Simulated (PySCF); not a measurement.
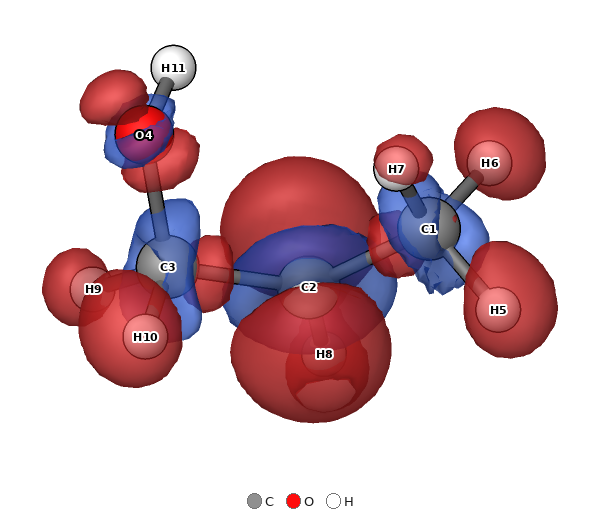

Figure 1: C₃H₇O, doublet, SMILES `C[CH]CO`. Fukui function f⁻ = ρ(N) − ρ(N−1) at fixed geometry, surfaces at ±0.04 e/Å³ (red positive, blue negative).

Computed with PySCF, HF/cc-pVDZ, geometry: GFN2-xTB. No frequency check shows the geometry to be a minimum. GFN2-xTB doesn't know the spin state, so this open-shell geometry is rough.

> Which atoms respond most to the removal of an electron?

f⁻ (Hirshfeld-condensed) is largest on C2 (0.36); the vertical ionisation energy is 7.44 eV (to the singlet cation, which needn't be its lowest state). Condensed values hint at sites of electrophilic attack but needn't mark the atom that reacts. Orbital relaxation makes it negative in places (0.28 e in all).
